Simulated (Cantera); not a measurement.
A closed system holds: 1 mol MgO, 1.1 mol I2, 4.2 mol H2, at 1.10 bar.

Method: chemical equilibrium by Gibbs-energy minimisation in Cantera with the NASA 1993 tables (ideal gas, pure condensed phases). Candidate condensed phases: H2O, I2, Mg, MgI2, MgO, Mg(OH)2; 20 gas species. Rates play no part.

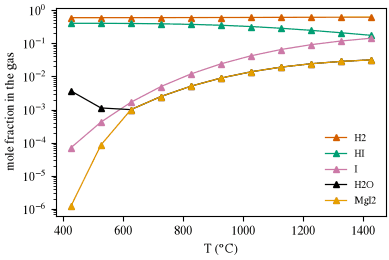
Equilibrium gas composition (values under 1e-9 drawn at 1e-9)

From 427 °C to 527 °C the condensed part is MgI2(s) + MgO(s). From 627 °C to 1427 °C the condensed part is MgO(s). The main Mg-bearing gas is MgI2 throughout.
